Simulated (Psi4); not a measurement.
**GeSiH4 (SMILES [SiH3][GeH]) at UCAM-B3LYP/def2-TZVP**

What is the energy change on altering one bond length of GeSiH4 at UCAM-B3LYP/def2-TZVP? 

The results are computed with Psi4 1.11.

2 further runs of the same task are left out: 2 set aside as unsound or not needed.

## (1) The system as given

GeSiH4 has 6 atoms, charge 0, and is taken as a triplet. As SMILES, `[SiH3][GeH]`. The shape comes from GFN2-xTB, which is rough for such elements, and wasn't checked as a minimum.

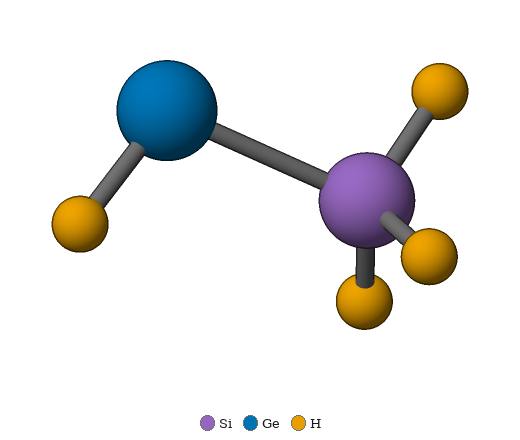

The structure, seen from a chosen angle (silicon purple, germanium blue, hydrogen amber).

## (2) Energy and gradient at UCAM-B3LYP/def2-TZVP

Input file input.dat:

```
memory 1600 mb

molecule m {
  0 3
  Si
  Ge 1 R2
  H 1 R3 2 A3
  H 1 R4 3 A4 2 D4
  H 1 R5 4 A5 3 D5
  H 2 R6 1 A6 4 D6

  R2 = 2.351552
  R3 = 1.473467
  A3 = 113.97599
  R4 = 1.462928
  A4 = 110.21164
  D4 = 114.65625
  R5 = 1.473433
  A5 = 110.22133
  D5 = -116.59979
  R6 = 1.597817
  A6 = 106.01471
  D6 = 179.95546
  symmetry c1
}

set globals {
  reference uks
  puream true
  e_convergence 1e-09
  d_convergence 1e-08
  scf_type pk
  dft_radial_points 99
  dft_spherical_points 590
  maxiter 200
}

result = gradient("cam-b3lyp/def2-TZVP")
```

Run with:

```
$ psi4 -i input.dat -o output.dat -n 1
```

output.dat:

```text
[...]
  Running in c1 symmetry.
[...]
  Nuclear repulsion =  145.968835377977911
[...]
  Multiplicity = 3
[...]
  Nalpha       = 26
  Nbeta        = 24
[...]
    Number of basis functions: 109
[...]
   @UKS iter   1: -2367.37534112378125   -2.17876e+00   2.80843e-02 DIIS/ADIIS
[...]
   @UKS iter  14: -2368.94287273480359   -1.95541e-11   7.59528e-09 DIIS
[...]
   @S^2 Observed:                2.004001989E+00
[...]
    Orbital Energies [Eh]
    ---------------------
    Alpha Occupied:
       1A   -398.808730     2A    -66.193300     3A    -49.845999
       4A    -44.369516     5A    -44.369505     6A    -44.367400
       7A     -6.289718     8A     -5.358774     9A     -4.464682
      10A     -4.463646    11A     -4.459083    12A     -3.718669
      13A     -3.715868    14A     -3.715785    15A     -1.287218
      16A     -1.286763    17A     -1.285281    18A     -1.282468
      19A     -1.282446    20A     -0.659434    21A     -0.570890
      22A     -0.433355    23A     -0.427471    24A     -0.369728
      25A     -0.313364    26A     -0.245716
    Alpha Virtual:
[...]
  @UKS Final Energy: -2368.94287273480359
   => Energetics <=
    Nuclear Repulsion Energy =            145.9688353779779106
    One-Electron Energy =               -3589.0949171513661895
    Two-Electron Energy =                1152.8316394663704614
    DFT Exchange-Correlation Energy =     -78.6484304277853710
    Empirical Dispersion Energy =           0.0000000000000000
    VV10 Nonlocal Energy =                  0.0000000000000000
    Total Energy =                      -2368.9428727348031316
[...]
 Multipole Moments:
 ------------------------------------------------------------------------------------
     Multipole            Electronic (a.u.)      Nuclear  (a.u.)        Total (a.u.)
 ------------------------------------------------------------------------------------
 L = 1.  Multiply by 2.5417464519 to convert [e a0] to [Debye]
 Dipole X            :         -1.3128649            1.2278477           -0.0850173
 Dipole Y            :         -0.7292901            0.6820439           -0.0472462
 Dipole Z            :         11.5033685          -11.5846112           -0.0812427
 Magnitude           :                                                    0.1267301
[...]
  -Total Gradient:
     Atom            X                  Y                   Z
    ------   -----------------  -----------------  -----------------
       1        0.007409762817     0.004105530399     0.004902068502
       2       -0.022353057312    -0.012425999260    -0.000618609494
       3        0.001265677047    -0.003876261242    -0.002291377628
       4        0.004035052723     0.002250414256     0.006381530049
       5       -0.002632969210     0.003125534240    -0.002284701239
       6        0.012276267806     0.006821190873    -0.006089341048
[...]
```

Run time: 2.1 min. Hardware: 1 thread of AMD EPYC 7R43 (Zen 3), shared host; peak memory 0.72 GiB.

## (3) The distorted shape: the energy at UCAM-B3LYP/def2-TZVP

Input file calc.py:

```python
import psi4

psi4.set_memory('1600 MB')
psi4.set_num_threads(1)
psi4.set_output_file('psi4.out', False)

molecule = psi4.geometry("""
0 3
Si
Ge 1 2.351552
H 1 2.2102 2 113.97598
H 1 1.462928 3 110.21165 2 114.65626
H 1 1.473433 4 110.22133 2 121.69257
H 2 1.597817 1 106.01471 4 179.95546
units angstrom
symmetry c1
""")

psi4.set_options({
    'basis': 'def2-TZVP',
    'reference': 'uks',
    'puream': True,
    'e_convergence': 1e-09,
    'd_convergence': 1e-08,
    'scf_type': 'pk',
    'dft_radial_points': 99,
    'dft_spherical_points': 590,
    'maxiter': 200,
})

energy_value, wavefunction = psi4.energy('cam-b3lyp', return_wfn=True)
psi4.oeprop(wavefunction, 'QUADRUPOLE', 'MAYER_INDICES', 'DIPOLE')
print('E =', round(energy_value, 9))
```

Run with:

```
$ python calc.py
```

psi4.out:

```text
[...]
  Running in c1 symmetry.
[...]
  Nuclear repulsion =  143.389294760296167
[...]
  Multiplicity = 3
[...]
  Nalpha       = 26
  Nbeta        = 24
[...]
    Number of basis functions: 109
[...]
   @UKS iter   1: -2366.88507506359747   -1.84556e+00   2.92053e-02 ADIIS/DIIS
[...]
   @UKS iter  20: -2368.87439210119419    1.81899e-12   4.10495e-09 DIIS
[...]
   @S^2 Observed:                2.043842009E+00
[...]
    Orbital Energies [Eh]
    ---------------------
    Alpha Occupied:
       1A   -398.818128     2A    -66.225715     3A    -49.855204
       4A    -44.378807     5A    -44.378666     6A    -44.376553
       7A     -6.298774     8A     -5.385478     9A     -4.473784
      10A     -4.472791    11A     -4.467900    12A     -3.745598
      13A     -3.743103    14A     -3.742101    15A     -1.296395
      16A     -1.295955    17A     -1.293985    18A     -1.291562
      19A     -1.291183    20A     -0.656619    21A     -0.566184
      22A     -0.440513    23A     -0.377400    24A     -0.372057
      25A     -0.318280    26A     -0.252350
    Alpha Virtual:
[...]
  @UKS Final Energy: -2368.87439210119419
   => Energetics <=
    Nuclear Repulsion Energy =            143.3892947602961669
    One-Electron Energy =               -3583.4149980472689094
    Two-Electron Energy =                1149.7116480396698535
    DFT Exchange-Correlation Energy =     -78.5603368538912292
    Empirical Dispersion Energy =           0.0000000000000000
    VV10 Nonlocal Energy =                  0.0000000000000000
    Total Energy =                      -2368.8743921011941893
[...]
 Multipole Moments:
 ------------------------------------------------------------------------------------
     Multipole            Electronic (a.u.)      Nuclear  (a.u.)        Total (a.u.)
 ------------------------------------------------------------------------------------
 L = 1.  Multiply by 2.5417464519 to convert [e a0] to [Debye]
 Dipole X            :         -1.2926517            1.2278479           -0.0648038
 Dipole Y            :         -1.7487374            1.3489970           -0.3997403
 Dipole Z            :         12.0809545          -11.8812225            0.1997320
 Magnitude           :                                                    0.4515360
 L = 2.  Multiply by 1.3450342976 to convert [e a0^2] to [Debye ang]
 Quadrupole XX       :        -42.4619237           16.5930338          -25.8688900
 Quadrupole XY       :         -3.5001668            3.6842308            0.1840640
[...]
```

Standard output:

```text
Memory set to   1.490 GiB by Python driver.
  Threads set to 1 by Python driver.
E = -2368.874392101
```

It took 1.9 min on 1 thread of AMD EPYC 7R43 (Zen 3), shared host; peak memory 0.73 GiB.

## (4) What came out

At UCAM-B3LYP/def2-TZVP:

| quantity | value |
| --- | --- |
| first shape: total energy | -2368.94287 Eh |
| first shape: dipole moment | 0.32 D |
| first shape: HOMO energy (highest over α and β) | -6.69 eV |
| first shape: LUMO energy (lowest over α and β) | -3.00 eV |
| first shape: ⟨S²⟩ | 2.004 |
| first shape: largest force on an atom | 1.315 eV/Å |
| distorted shape: total energy | -2368.87439 Eh |
| distorted shape: dipole moment | 1.15 D |
| distorted shape: HOMO energy (highest over α and β) | -6.87 eV |
| distorted shape: LUMO energy (lowest over α and β) | -3.28 eV |
| distorted shape: ⟨S²⟩ | 2.044 |
| energy change with the Si1–H3 bond stretched from 1.473 to 2.210 Å | 1.863 eV |

What this shows: With the Si1–H3 bond stretched from 1.473 to 2.210 Å the energy rises by 1.86 eV (43 kcal/mol). The first shape isn't relaxed at this level, so the change isn't measured from a minimum. The largest force (first shape) is 1.32 eV/Å: the shape isn't a stationary point for this species at this level.
